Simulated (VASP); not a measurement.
Shape and ions are relaxed at each volume.

Energy against volume of Sb (a7). Computed with r2SCAN+rVV10, VASP's PBE PAW potentials (set 64) (plane waves; VASP).

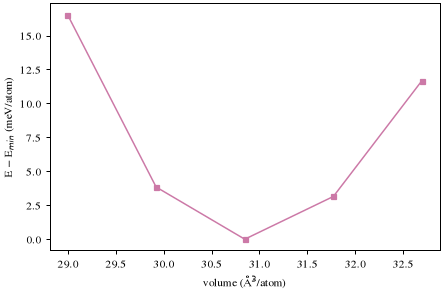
Figure: Energy against volume

Question: Estimate the equilibrium volume and the bulk modulus.

Answer: The minimum lies near 30.9 Å³/atom, and the curvature gives B0 of about 40 GPa.

Measured: bulk modulus 39.5 GPa at 0 K (computed value off by +1.0 %), as given by K. Lejaeghere et al., Critical reviews in solid state and materials sciences/CRC critical reviews in solid state and materials sciences (2013), arXiv:1204.2733 [extrapolated to 0 K and zero-point effects removed (source: thermally corrected experimental values)].

The compound is Sb in the a7 structure. It was relaxed first.
